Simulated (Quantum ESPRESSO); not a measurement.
# In2Se2, 1 layer, rectangular cell: a series in strain along the second axis, part 4 of 8

What law, if any, do the results for In2Se2, 1 layer, rectangular cell follow against strain along the second axis?

Quantum ESPRESSO 7.5; plane-wave DFT, PBE, GBRV ultrasoft pseudopotentials.

So far. Step 2 (Relaxing cell and ions of the reference):  The last row is no step: it is a fresh SCF in the final cell with a new plane-wave basis, +1 meV from the row before. Step 3 (Relaxation with pw.x, -4 %): The relaxation lowers the energy by 5 meV an atom.

## 6. Band structure, -4 %

Bands along a path place the edges.

The input, m0.bands.in:

```
&control
  prefix = 'm0.bands'
  outdir = './out'
  pseudo_dir = './pseudo'
  calculation = 'bands'
/
&system
  ibrav = 0
  nat = 8
  ntyp = 2
  ecutwfc = 40
  ecutrho = 200
  occupations = 'smearing'
  smearing = 'fd'
  degauss = 0.002
  nbnd = 44
/
&electrons
  conv_thr = 1e-07
  mixing_beta = 0.4
  electron_maxstep = 120
  mixing_mode = 'plain'
/
ATOMIC_SPECIES
  Se  78.9710  se_pbe_v1.uspp.F.UPF
  In  114.8180  in_pbe_v1.4.uspp.F.UPF
CELL_PARAMETERS angstrom
  4.08092491800000 0.00000000000000 0.00000000000000
  0.00000000000000 6.78517261248000 0.00000000000000
  0.00000000000000 0.00000000000000 20.14290946400000
ATOMIC_POSITIONS crystal
  Se  0.000000000000 0.335978992000 0.364518898600
  Se  0.500000000000 0.835979114000 0.364518653900
  In  0.000000000000 -0.002646010200 0.430055427200
  In  0.500000000000 0.497354570900 0.430055444400
  In  0.000000000000 -0.002646010200 0.569944572800
  In  0.500000000000 0.497354570900 0.569944555600
  Se  0.000000000000 0.335978992000 0.635481101400
  Se  0.500000000000 0.835979114000 0.635481346100
K_POINTS crystal_b
5
  0.0000000000 0.0000000000 0.0000000000 12
  0.5000000000 0.0000000000 0.0000000000 12
  0.5000000000 0.5000000000 0.0000000000 12
  0.0000000000 0.5000000000 0.0000000000 12
  0.0000000000 0.0000000000 0.0000000000 1
```

Launch:

```console
$ cp -r out/m0.scf.save out/m0.bands.save
$ cp out/m0.scf.xml out/m0.bands.xml
$ OMP_NUM_THREADS=1 mpirun -n 4 pw.x -nk 4 -in m0.bands.in > m0.bands.out
```

Log:

```text
[banner, memory and clock lines left out]
Program PWSCF v.7.5 starts

          URL

     Atomic positions and unit cell read from directory:
     ./out/m0.bands.save/

     Found identity + ( -0.5000 -0.5000 -0.0000) symmetry
     This is a supercell, fractional translations are disabled
     Message from routine setup:
     using ibrav=0 with symmetry is DISCOURAGED, use correct ibrav instead

     G-vector sticks info

     bravais-lattice index     =            0
     lattice parameter (alat)  =       7.7118  a.u.
     unit-cell volume          =    3763.9020 (a.u.)^3
     number of atoms/cell      =            8
     number of atomic types    =            2
     number of electrons       =        76.00
     number of Kohn-Sham states=           44
     kinetic-energy cutoff     =      40.0000  Ry
     charge density cutoff     =     200.0000  Ry
     Exchange-correlation=  SLA  PW   PBX  PBC
                           (   1   4   3   4   0   0   0)

     celldm(1)=   7.711830  celldm(2)=   0.000000  celldm(3)=   0.000000
     celldm(4)=   0.000000  celldm(5)=   0.000000  celldm(6)=   0.000000

     crystal axes: (cart. coord. in units of alat)
               a(1) = (   1.000000   0.000000   0.000000 )
               a(2) = (   0.000000   1.662656   0.000000 )
               a(3) = (   0.000000   0.000000   4.935869 )

     reciprocal axes: (cart. coord. in units 2 pi/alat)
               b(1) = (  1.000000  0.000000  0.000000 )
               b(2) = (  0.000000  0.601447  0.000000 )
               b(3) = (  0.000000  0.000000  0.202599 )

     PseudoPot. # 1 for Se read from file:
     ./pseudo/se_pbe_v1.uspp.F.UPF
     Pseudo is Ultrasoft + core correction, Zval =  6.0
     Generated by new atomic code, or converted to UPF format
     Using radial grid of  877 points,  6 beta functions with:
                l(1) =   0
                l(2) =   0
                l(3) =   1
                l(4) =   1
                l(5) =   2
                l(6) =   2
     Q(r) pseudized with  8 coefficients,  rinner =    1.300   1.300   1.300
                                                       1.300   1.300

     PseudoPot. # 2 for In read from file:
     ./pseudo/in_pbe_v1.4.uspp.F.UPF
     Pseudo is Ultrasoft + core correction, Zval = 13.0
     Generated by new atomic code, or converted to UPF format
     Using radial grid of  889 points,  6 beta functions with:
                l(1) =   0
                l(2) =   0
                l(3) =   1
                l(4) =   1
                l(5) =   2
                l(6) =   2
     Q(r) pseudized with  6 coefficients,  rinner =    1.400   1.400   1.400
                                                       1.400   1.400

     atomic species   valence    mass     pseudopotential
     Se                6.00    78.97100     Se( 1.00)
     In               13.00   114.81800     In( 1.00)

      4 Sym. Ops. (no inversion) found

   Cartesian axes

     site n.     atom                  positions (alat units)
         1        Se     tau(   1) = (   0.0000000   0.5586173   1.7992174  )
         2        Se     tau(   2) = (   0.5000000   1.3899453   1.7992162  )
         3        In     tau(   3) = (   0.0000000  -0.0043994   2.1226971  )
         4        In     tau(   4) = (   0.5000000   0.8269294   2.1226972  )
         5        In     tau(   5) = (   0.0000000  -0.0043994   2.8131716  )
         6        In     tau(   6) = (   0.5000000   0.8269294   2.8131715  )
         7        Se     tau(   7) = (   0.0000000   0.5586173   3.1366513  )
         8        Se     tau(   8) = (   0.5000000   1.3899453   3.1366525  )

     number of k points=    49  Fermi-Dirac smearing, width (Ry)=  0.0020
                       cart. coord. in units 2pi/alat
        k(    1) = (   0.0000000   0.0000000   0.0000000), wk =   0.0408163
        k(    2) = (   0.0416667   0.0000000   0.0000000), wk =   0.0408163
        k(    3) = (   0.0833333   0.0000000   0.0000000), wk =   0.0408163
        k(    4) = (   0.1250000   0.0000000   0.0000000), wk =   0.0408163
        k(    5) = (   0.1666667   0.0000000   0.0000000), wk =   0.0408163
        k(    6) = (   0.2083333   0.0000000   0.0000000), wk =   0.0408163
        k(    7) = (   0.2500000   0.0000000   0.0000000), wk =   0.0408163
        k(    8) = (   0.2916667   0.0000000   0.0000000), wk =   0.0408163
        k(    9) = (   0.3333333   0.0000000   0.0000000), wk =   0.0408163
        k(   10) = (   0.3750000   0.0000000   0.0000000), wk =   0.0408163
        k(   11) = (   0.4166667   0.0000000   0.0000000), wk =   0.0408163
        k(   12) = (   0.4583333   0.0000000   0.0000000), wk =   0.0408163
        k(   13) = (   0.5000000   0.0000000   0.0000000), wk =   0.0408163
        k(   14) = (   0.5000000   0.0250603   0.0000000), wk =   0.0408163
        k(   15) = (   0.5000000   0.0501206   0.0000000), wk =   0.0408163
        k(   16) = (   0.5000000   0.0751809   0.0000000), wk =   0.0408163
        k(   17) = (   0.5000000   0.1002412   0.0000000), wk =   0.0408163
        k(   18) = (   0.5000000   0.1253016   0.0000000), wk =   0.0408163
        k(   19) = (   0.5000000   0.1503619   0.0000000), wk =   0.0408163
        k(   20) = (   0.5000000   0.1754222   0.0000000), wk =   0.0408163
        k(   21) = (   0.5000000   0.2004825   0.0000000), wk =   0.0408163
        k(   22) = (   0.5000000   0.2255428   0.0000000), wk =   0.0408163
        k(   23) = (   0.5000000   0.2506031   0.0000000), wk =   0.0408163
        k(   24) = (   0.5000000   0.2756634   0.0000000), wk =   0.0408163
        k(   25) = (   0.5000000   0.3007237   0.0000000), wk =   0.0408163
        k(   26) = (   0.4583333   0.3007237   0.0000000), wk =   0.0408163
        k(   27) = (   0.4166667   0.3007237   0.0000000), wk =   0.0408163
        k(   28) = (   0.3750000   0.3007237   0.0000000), wk =   0.0408163
        k(   29) = (   0.3333333   0.3007237   0.0000000), wk =   0.0408163
        k(   30) = (   0.2916667   0.3007237   0.0000000), wk =   0.0408163
        k(   31) = (   0.2500000   0.3007237   0.0000000), wk =   0.0408163
        k(   32) = (   0.2083333   0.3007237   0.0000000), wk =   0.0408163
        k(   33) = (   0.1666667   0.3007237   0.0000000), wk =   0.0408163
        k(   34) = (   0.1250000   0.3007237   0.0000000), wk =   0.0408163
        k(   35) = (   0.0833333   0.3007237   0.0000000), wk =   0.0408163
        k(   36) = (   0.0416667   0.3007237   0.0000000), wk =   0.0408163
        k(   37) = (   0.0000000   0.3007237   0.0000000), wk =   0.0408163
        k(   38) = (   0.0000000   0.2756634   0.0000000), wk =   0.0408163
        k(   39) = (   0.0000000   0.2506031   0.0000000), wk =   0.0408163
[...]
-15.1965 -15.1965 -15.0930 -15.0930 -15.0923 -15.0923 -14.9754 -14.9754
   -14.9034 -14.9034 -14.8603 -14.8603 -14.8563 -14.8563 -14.7754 -14.7754
   -14.7282 -14.7282 -14.5921 -14.5921 -12.9923 -12.9923 -12.9001 -12.9001
    -6.2865  -6.2865  -4.9334  -4.9334  -3.4871  -3.4871  -2.8415  -2.8415
    -2.6719  -2.6719  -2.4568  -2.4568  -1.3096  -1.3096   1.8263   1.8264
     2.1245   2.1245   3.2332   3.2333

          k = 0.1250 0.3007 0.0000 ( 16094 PWs)   bands (ev):

   -15.1872 -15.1872 -15.0919 -15.0919 -15.0808 -15.0808 -14.9750 -14.9750
   -14.9043 -14.9043 -14.8632 -14.8632 -14.8580 -14.8580 -14.7745 -14.7745
   -14.7270 -14.7270 -14.5964 -14.5964 -13.0466 -13.0466 -12.9522 -12.9521
    -6.2766  -6.2766  -4.8255  -4.8255  -3.4134  -3.4133  -2.8302  -2.8301
    -2.5758  -2.5758  -2.3810  -2.3810  -1.2730  -1.2730   1.7583   1.7583
     2.0693   2.0693   3.3412   3.3412

          k = 0.0833 0.3007 0.0000 ( 16082 PWs)   bands (ev):

   -15.1808 -15.1808 -15.0905 -15.0905 -15.0720 -15.0720 -14.9743 -14.9743
   -14.9055 -14.9055 -14.8650 -14.8650 -14.8587 -14.8587 -14.7742 -14.7742
   -14.7258 -14.7258 -14.5997 -14.5997 -13.0878 -13.0877 -12.9916 -12.9916
    -6.2748  -6.2748  -4.7529  -4.7529  -3.3749  -3.3749  -2.8320  -2.8320
    -2.4455  -2.4455  -2.2764  -2.2764  -1.2546  -1.2545   1.6528   1.6528
     1.9033   1.9033   3.5720   3.5720

          k = 0.0417 0.3007 0.0000 ( 16104 PWs)   bands (ev):

   -15.1771 -15.1771 -15.0893 -15.0893 -15.0666 -15.0666 -14.9737 -14.9737
   -14.9067 -14.9066 -14.8659 -14.8659 -14.8589 -14.8589 -14.7741 -14.7741
   -14.7251 -14.7251 -14.6019 -14.6019 -13.1134 -13.1134 -13.0162 -13.0162
    -6.2759  -6.2759  -4.7121  -4.7121  -3.3599  -3.3599  -2.8375  -2.8375
    -2.3326  -2.3326  -2.1865  -2.1865  -1.2478  -1.2478   1.5569   1.5569
     1.7515   1.7515   3.6887   3.6887

          k = 0.0000 0.3007 0.0000 ( 16078 PWs)   bands (ev):

   -15.1759 -15.1759 -15.0889 -15.0888 -15.0648 -15.0648 -14.9734 -14.9734
   -14.9071 -14.9070 -14.8661 -14.8661 -14.8589 -14.8589 -14.7741 -14.7741
   -14.7247 -14.7247 -14.6026 -14.6026 -13.1221 -13.1221 -13.0246 -13.0246
    -6.2766  -6.2766  -4.6991  -4.6991  -3.3563  -3.3563  -2.8401  -2.8401
    -2.2879  -2.2879  -2.1510  -2.1510  -1.2466  -1.2465   1.5182   1.5182
     1.6920   1.6920   3.6577   3.6577

          k = 0.0000 0.2757 0.0000 ( 16092 PWs)   bands (ev):

   -15.1880 -15.1654 -15.0917 -15.0838 -15.0820 -15.0467 -14.9737 -14.9733
   -14.9093 -14.9048 -14.8716 -14.8639 -14.8606 -14.8537 -14.7766 -14.7715
   -14.7252 -14.7242 -14.6094 -14.5962 -13.1973 -13.0967 -13.0457 -12.9515
    -6.2967  -6.2652  -4.8210  -4.5914  -3.4901  -3.2005  -2.8716  -2.7838
    -2.3601  -2.2169  -2.2136  -2.0835  -1.2809  -1.2242   1.4958   1.5179
     1.5496   1.8480   3.5597   3.7515

          k = 0.0000 0.2506 0.0000 ( 16118 PWs)   bands (ev):

   -15.2007 -15.1573 -15.0983 -15.0929 -15.0759 -15.0281 -14.9741 -14.9733
   -14.9115 -14.9026 -14.8771 -14.8686 -14.8553 -14.8484 -14.7789 -14.7687
   -14.7256 -14.7238 -14.6165 -14.5902 -13.2703 -13.1667 -12.9692 -12.8784
    -6.3230  -6.2642  -4.9521  -4.5017  -3.5988  -3.0264  -2.8826  -2.7003
    -2.4292  -2.2799  -2.1384  -2.0152  -1.3284  -1.2119   1.4249   1.4551
     1.4917   2.0106   3.4700   3.6726

          k = 0.0000 0.2255 0.0000 ( 16120 PWs)   bands (ev):

   -15.2134 -15.1517 -15.1134 -15.0932 -15.0651 -15.0091 -14.9748 -14.9735
   -14.9136 -14.9004 -14.8824 -14.8729 -14.8502 -14.8432 -14.7810 -14.7656
   -14.7259 -14.7233 -14.6239 -14.5846 -13.3400 -13.2336 -12.8939 -12.8065
    -6.3533  -6.2750  -5.0870  -4.4315  -3.6803  -2.8776  -2.8383  -2.5892
    -2.4943  -2.3394  -2.0636  -1.9474  -1.3895  -1.2077   1.3198   1.4011
     1.4385   2.1682   3.3865   3.5687

          k = 0.0000 0.2005 0.0000 ( 16086 PWs)   bands (ev):

   -15.2255 -15.1483 -15.1272 -15.0929 -15.0520 -14.9901 -14.9755 -14.9736
   -14.9156 -14.8983 -14.8873 -14.8768 -14.8454 -14.8381 -14.7830 -14.7622
   -14.7261 -14.7227 -14.6315 -14.5794 -13.4056 -13.2965 -12.8209 -12.7370
    -6.3854  -6.2972  -5.2208  -4.3800  -3.7341  -2.8609  -2.6403  -2.5546
    -2.4531  -2.3946  -1.9905  -1.8813  -1.4634  -1.2095   1.2348   1.3388
     1.3591   2.2989   3.3083   3.4694

          k = 0.0000 0.1754 0.0000 ( 16094 PWs)   bands (ev):

   -15.2367 -15.1466 -15.1396 -15.0922 -15.0377 -14.9764 -14.9739 -14.9715
   -14.9173 -14.8964 -14.8920 -14.8803 -14.8410 -14.8333 -14.7847 -14.7585
   -14.7263 -14.7222 -14.6394 -14.5748 -13.4662 -13.3547 -12.7517 -12.6712
    -6.4175  -6.3294  -5.3489  -4.3447  -3.7617  -2.8366  -2.6094  -2.4447
    -2.4374  -2.2969  -1.9208  -1.8184  -1.5478  -1.2157   1.1690   1.2562
     1.2729   2.3679   3.2354   3.4187

          k = 0.0000 0.1504 0.0000 ( 16106 PWs)   bands (ev):

   -15.2469 -15.1505 -15.1458 -15.0914 -15.0231 -14.9773 -14.9743 -14.9537
   -14.9190 -14.8962 -14.8946 -14.8832 -14.8370 -14.8289 -14.7864 -14.7545
   -14.7265 -14.7218 -14.6475 -14.5707 -13.5210 -13.4072 -12.6877 -12.6105
    -6.4480  -6.3687  -5.4675  -4.3219  -3.7662  -2.8081  -2.6580  -2.4892
    -2.2344  -2.1269  -1.8558  -1.7599  -1.6394  -1.2246   1.1201   1.1343
     1.2075   2.3454   3.1683   3.4541

          k = 0.0000 0.1253 0.0000 ( 16080 PWs)   bands (ev):

   -15.2556 -15.1599 -15.1457 -15.0906 -15.0091 -14.9783 -14.9745 -14.9372
   -14.9203 -14.8999 -14.8930 -14.8856 -14.8335 -14.8250 -14.7877 -14.7497
   -14.7266 -14.7214 -14.6558 -14.5671 -13.5692 -13.4533 -12.6303 -12.5562
    -6.4756  -6.4112  -5.5735  -4.3083  -3.7523  -2.7784  -2.7000  -2.5277
    -2.0373  -1.9506  -1.7973  -1.7335  -1.7074  -1.2351   0.9994   1.0856
     1.1461   2.2447   3.1082   3.3936

          k = 0.0000 0.1002 0.0000 ( 16080 PWs)   bands (ev):

   -15.2630 -15.1676 -15.1459 -15.0899 -14.9964 -14.9792 -14.9749 -14.9228
   -14.9216 -14.9030 -14.8916 -14.8877 -14.8306 -14.8217 -14.7888 -14.7445
   -14.7266 -14.7210 -14.6642 -14.5640 -13.6099 -13.4922 -12.5810 -12.5096
    -6.4994  -6.4530  -5.6640  -4.3008  -3.7261  -2.7502  -2.7349  -2.5597
    -1.8531  -1.8245  -1.7767  -1.7468  -1.6621  -1.2465   0.8594   1.0625
     1.0917   2.1071   3.0565   3.3322

          k = 0.0000 0.0752 0.0000 ( 16070 PWs)   bands (ev):

   -15.2688 -15.1735 -15.1462 -15.0892 -14.9858 -14.9800 -14.9751 -14.9225
   -14.9109 -14.9057 -14.8906 -14.8891 -14.8282 -14.8189 -14.7897 -14.7389
   -14.7266 -14.7207 -14.6726 -14.5616 -13.6424 -13.5233 -12.5410 -12.4719
    -6.5187  -6.4900  -5.7368  -4.2972  -3.6944  -2.7624  -2.7258  -2.5849
    -1.9061  -1.7057  -1.6900  -1.6254  -1.6158  -1.2587   0.7247   1.0468
     1.0478   1.9672   3.0147   3.2824

          k = 0.0000 0.0501 0.0000 ( 16035 PWs)   bands (ev):

   -15.2729 -15.1778 -15.1464 -15.0887 -14.9806 -14.9777 -14.9753 -14.9230
   -14.9074 -14.9020 -14.8901 -14.8897 -14.8266 -14.8170 -14.7903 -14.7331
   -14.7266 -14.7205 -14.6803 -14.5599 -13.6662 -13.5460 -12.5116 -12.4442
    -6.5328  -6.5190  -5.7901  -4.2957  -3.6645  -2.7823  -2.7069  -2.6031
    -1.9714  -1.6754  -1.5983  -1.5572  -1.4816  -1.2722   0.6090   1.0132
     1.0392   1.8492   2.9839   3.2458

          k = 0.0000 0.0251 0.0000 ( 16045 PWs)   bands (ev):

   -15.2754 -15.1804 -15.1467 -15.0884 -14.9810 -14.9754 -14.9727 -14.9235
   -14.9086 -14.8965 -14.8907 -14.8892 -14.8256 -14.8158 -14.7907 -14.7282
   -14.7266 -14.7203 -14.6864 -14.5589 -13.6807 -13.5598 -12.4935 -12.4273
    -6.5415  -6.5374  -5.8226  -4.2953  -3.6430  -2.7942  -2.6950  -2.6141
    -2.0139  -1.6568  -1.5817  -1.4650  -1.3905  -1.2872   0.5287   0.9924
     1.0348   1.7706   2.9650   3.2234

          k = 0.0000 0.0000 0.0000 ( 16087 PWs)   bands (ev):

   -15.2763 -15.1813 -15.1467 -15.0883 -14.9812 -14.9755 -14.9710 -14.9237
   -14.9090 -14.8948 -14.8910 -14.8891 -14.8253 -14.8154 -14.7908 -14.7266
   -14.7263 -14.7202 -14.6889 -14.5585 -13.6856 -13.5644 -12.4875 -12.4216
    -6.5444  -6.5437  -5.8335  -4.2952  -3.6352  -2.7982  -2.6909  -2.6178
    -2.0287  -1.6505  -1.5761  -1.4293  -1.3578  -1.2960   0.4997   0.9854
     1.0335   1.7429   2.9587   3.2158

     XML data file, pseudopotentials, collected wavefunctions

                                        0.00s GPU  (     680 calls)
```

The job ended after 3.6 min (4 MPI ranks of Arm Neoverse V2, shared host; peak memory 0.88 GiB; 14 min of CPU time).

Read from the output:

* valence top, on the run's zero: -1.208 eV
* gap by band count: 1.707 eV

Band numbers count within the set of bands kept for display. The electronic bands at the labelled points (eV, zero at the highest filled level of the SCF mesh; v1 is the highest filled band, c1 the lowest empty one):

```
point     v4     v3     v2     v1    c1    c2    c3    c4
    Γ  -0.35  -0.21  -0.13  -0.07  1.72  2.21  2.26  2.97
    X  -1.39  -1.39  -0.60  -0.60  2.99  2.99  3.10  3.10
    S  -1.09  -1.09  -0.93  -0.93  2.40  2.40  2.46  2.46
    Y  -0.93  -0.93  -0.02  -0.02  2.74  2.74  2.92  2.92
    Γ  -0.35  -0.21  -0.13  -0.07  1.72  2.21  2.26  2.97
```

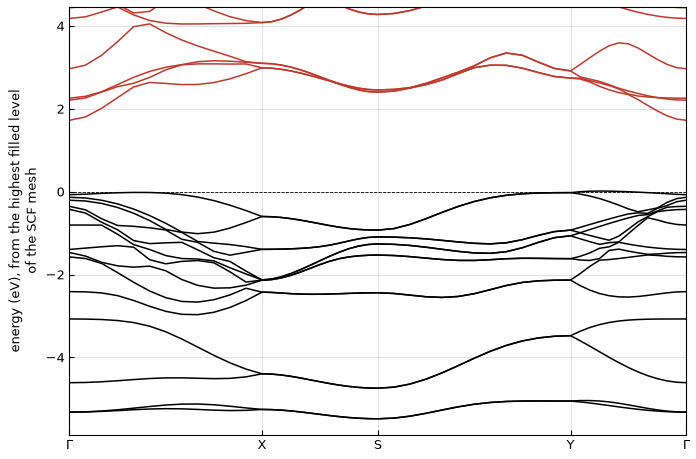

Electronic bands along the path; lines of filled and empty bands in two colours.

Along this path the valence top lies near Y and the conduction bottom at Γ.

[end of part 4 of 8]

[Logs are printed without paths, hosts, clocks, repeated set-up lines and the standing remarks that a program may print on its own settings, such as how far it seeks lower states.]

[Hosts, paths, dates, database ids (printed as entryN), source tags and the programs' standing remarks are cut or masked in the printed files.]

[Maps of the electrostatic potential energy from Ansatz leave out the sawtooth potential of an applied field or a dipole correction, so their vacuum need not be flat; planar profiles and work functions include it.]
